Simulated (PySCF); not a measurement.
# One shape, several levels: SF4 (sulfur tetrafluoride)

Wanted: a comparison of 6 runs (HF/3-21G, PBE0/3-21G, PBE0/6-31G, B3LYP/6-31G*, MP2/6-31G*) of SF4 (sulfur tetrafluoride). Input form: a Python script.

The calculation is run with PySCF 2.14.0.

## 1. The molecule

SF4 has 5 atoms, charge 0, and is taken as a singlet. As SMILES, `FS(F)(F)F`. Geometry: relaxed at PBE0-D4/def2-TZVP.

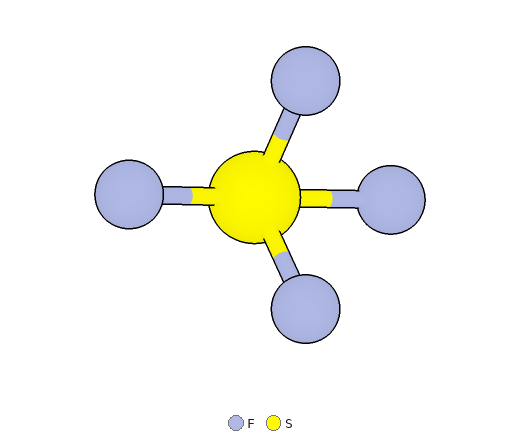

The structure, seen from a chosen angle (fluorine light blue, sulfur yellow).

## 2. Energy and forces at HF/3-21G (run 1)

Contents of input.py:

```python
# FS(F)(F)F
import pyscf.grad
from pyscf import gto, scf

molecule = gto.M(
    atom='''
F     -0.561200    -0.228000     1.172800
S      0.064000    -0.357400    -0.243000
F      1.536700    -0.462000     0.491400
F     -1.440100    -0.077300    -0.858200
F      0.400600     1.124600    -0.563100
''',
    basis='3-21g',
    max_memory=1860,
    verbose=4,
    charge=0,
)

mf = scf.RHF(molecule)
mf.conv_tol = 1e-10
mf.kernel()
if not mf.converged:
    mf = mf.newton().run(mf.mo_coeff, mf.mo_occ)

etot = mf.e_tot
print('E = %.10f Eh' % etot)
grad = mf.Gradients().kernel()
mf.analyze()
```

Launch:

```console
OMP_NUM_THREADS=1 python input.py
```

Log:

```text
PySCF version 2.14.0

[... 79 lines left out ...]
Two-electron Coulomb Energy =          669.620988757310442
[... 11 lines left out ...]
MO #9   energy= -6.93557572728816  occ= 2
[... 9 lines left out ...]
MO #19  energy= -0.724345771094844 occ= 2
[... 9 lines left out ...]
MO #29  energy= 0.248112391299992  occ= 0
[... 9 lines left out ...]
MO #39  energy= 2.26387491388526   occ= 0
[... 9 lines left out ...]
MO #49  energy= 4.43118791223166   occ= 0
[... 57 lines left out ...]
Dipole moment(X, Y, Z, Debye):  0.23121, -1.28985, -0.87667
```

Run time: 3 s. Hardware: 1 thread of Intel Xeon at 2.50GHz (Skylake/Cascade Lake), shared host; peak memory 0.12 GiB.

## 3. Energy and gradient at PBE0/3-21G (run 2)

Contents of calc.py:

```python
from pyscf import gto, dft

system = gto.Mole()
system.atom = '''
F     -0.561200    -0.228000     1.172800
S      0.064000    -0.357400    -0.243000
F      1.536700    -0.462000     0.491400
F     -1.440100    -0.077300    -0.858200
F      0.400600     1.124600    -0.563100
'''
system.max_memory = 1860
system.verbose = 4
system.charge = 0
system.spin = 0
system.basis = '3-21g'
system.build()

mf = dft.RKS(system)
mf.xc = 'pbe0'
mf.conv_tol = 1e-10
mf.grids.level = 5
mf.kernel()
if not mf.converged:
    mf = mf.newton().run(mf.mo_coeff, mf.mo_occ)

e_final = mf.e_tot
print('E(%s) = %.9f' % ('PBE0', e_final))
grad = mf.nuc_grad_method().kernel()
mf.analyze()
```

Launch:

```console
OMP_NUM_THREADS=1 python calc.py
```

Log:

```text
PySCF version 2.14.0

[... 91 lines left out ...]
Two-electron Coulomb Energy =          670.709470790068849
[... 11 lines left out ...]
MO #9   energy= -6.1684626340006   occ= 2
[... 9 lines left out ...]
MO #19  energy= -0.488348087583479 occ= 2
[... 9 lines left out ...]
MO #29  energy= 0.0842589023278753 occ= 0
[... 9 lines left out ...]
MO #39  energy= 1.89372293337862   occ= 0
[... 9 lines left out ...]
MO #49  energy= 4.04427111915375   occ= 0
[... 57 lines left out ...]
Dipole moment(X, Y, Z, Debye):  0.15870, -0.88510, -0.60154
```

Run time: 20 s. Hardware: 1 thread of Intel Xeon at 2.50GHz (Skylake/Cascade Lake), shared host; peak memory 0.51 GiB.

Runs 3 to 4 aren't shown in full; the table further down has their settings and results.

## 4. Energy and forces at B3LYP/6-31G(d) (Cartesian functions) (run 5)

Contents of run.py:

```python
# FS(F)(F)F
import pyscf.grad
from pyscf import gto, dft

mol = gto.Mole()
mol.atom = [
    ('F', (-0.561200, -0.228000, 1.172800)),
    ('S', (0.064000, -0.357400, -0.243000)),
    ('F', (1.536700, -0.462000, 0.491400)),
    ('F', (-1.440100, -0.077300, -0.858200)),
    ('F', (0.400600, 1.124600, -0.563100)),
]
mol.cart = True
mol.max_memory = 1860
mol.charge = 0
mol.basis = '6-31g*'
mol.verbose = 4
mol.build()

calc0 = dft.RKS(mol)
calc0.xc = 'b3lyp'
calc0.grids.level = 5
calc0.conv_tol = 1e-10
calc0.kernel()
if not calc0.converged:
    calc0 = calc0.newton().run(calc0.mo_coeff, calc0.mo_occ)

e_tot = calc0.e_tot
print(f'total energy: {e_tot:.8f} hartree')
grad = calc0.Gradients().kernel()
calc0.analyze()
```

Launch:

```console
OMP_NUM_THREADS=1 python run.py
```

Log:

```text
PySCF version 2.14.0

[... 100 lines left out ...]
MO #4   energy= -24.6995082367417  occ= 2
[... 14 lines left out ...]
MO #19  energy= -0.499504780709635 occ= 2
[... 14 lines left out ...]
MO #34  energy= 0.550907168507828  occ= 0
[... 14 lines left out ...]
MO #49  energy= 1.34535347253404   occ= 0
[... 14 lines left out ...]
MO #64  energy= 2.00029677552214   occ= 0
[... 14 lines left out ...]
MO #79  energy= 4.95589130005839   occ= 0
[... 87 lines left out ...]
Dipole moment(X, Y, Z, Debye):  0.09528, -0.53057, -0.36048
```

Wall time 45 s (1 thread of Intel Xeon at 2.50GHz (Skylake/Cascade Lake), shared host); peak memory 0.77 GiB.

## 5. Energy and forces at MP2/6-31G(d) (spherical functions) (run 6)

Contents of calc.py:

```python
from pyscf import gto, mp

mol = gto.Mole()
mol.atom = '''
F   -0.561200  -0.228000   1.172800
S    0.064000  -0.357400  -0.243000
F    1.536700  -0.462000   0.491400
F   -1.440100  -0.077300  -0.858200
F    0.400600   1.124600  -0.563100
'''
mol.spin = 0
mol.verbose = 4
mol.max_memory = 1860
mol.basis = '6-31g*'
mol.charge = 0
mol.build()

mf = mol.RHF()
mf.conv_tol = 1e-10
mf.kernel()
if not mf.converged:
    mf = mf.newton().run(mf.mo_coeff, mf.mo_occ)

pt = mp.MP2(mf, frozen=9).run()
e_tot = pt.e_tot
print('E = %.10f Eh' % e_tot)
grad = pt.nuc_grad_method().kernel()
mf.analyze()
```

Launch:

```console
OMP_NUM_THREADS=1 python calc.py
```

Log:

```text
PySCF version 2.14.0

[... 91 lines left out ...]
MO #4   energy= -26.3043485466417  occ= 2
[... 13 lines left out ...]
MO #18  energy= -0.778982399716223 occ= 2
[... 13 lines left out ...]
MO #32  energy= 0.486027160222897  occ= 0
[... 13 lines left out ...]
MO #46  energy= 1.57118553429601   occ= 0
[... 13 lines left out ...]
MO #60  energy= 2.13881356475843   occ= 0
[... 13 lines left out ...]
MO #74  energy= 3.25219509148852   occ= 0
[... 82 lines left out ...]
Dipole moment(X, Y, Z, Debye):  0.13902, -0.77479, -0.52650
```

Wall time 25 s (1 thread of Intel Xeon at 2.50GHz (Skylake/Cascade Lake), shared host); peak memory 0.39 GiB.

## 6. All runs side by side

```csv
run,level,integration grid,Cartesian functions,energy (Eh),dipole moment (D) of the reference,HOMO energy (eV),LUMO energy (eV),wall time
1,HF/3-21G,–,no,-790.965940,1.58,-13.25,2.44,3 s
2,PBE0/3-21G,5,no,-792.714817,1.08,-8.86,-1.30,20 s
3,PBE0/6-31G,5,no,-796.697591,1.23,-9.90,-2.41,28 s
4,B3LYP/6-31G* (spherical functions),5,no,-797.450007,0.65,-9.07,-1.67,44 s
5,B3LYP/6-31G* (Cartesian functions),5,yes,-797.456538,0.65,-9.08,-1.70,45 s
6,MP2/6-31G* (spherical functions),–,no,-795.976356,0.95,-13.63,2.54,25 s
```

## 7. Outcome

| quantity | value |
| --- | --- |
| run 6: total energy | -795.97636 Eh |
| run 6: dipole moment (Hartree–Fock density) | 0.95 D |
| run 6: HOMO energy (Hartree–Fock orbitals) | -13.63 eV |
| run 6: LUMO energy (Hartree–Fock orbitals) | 2.54 eV |
| run 6: HOMO–LUMO gap (Hartree–Fock orbitals) | 16.16 eV |
| run 6: correlation energy (9 core orbitals frozen) | -840.5 mEh |
| run 6: largest force on an atom | 1.960 eV/Å |

Over runs 1, 2, 3, 4, 5 the dipole moment (its size) runs from 0.65 D (B3LYP/6-31G*) to 1.58 D (HF/3-21G). The two ends differ in method and basis. Over runs 1, 2, 3, 4, 5 the HOMO–LUMO gap runs from 7.38 eV (B3LYP/6-31G*) to 15.69 eV (HF/3-21G). Totals of different functionals can't be ranked against each other. All runs together took 2.7 min, the longest 45 s.
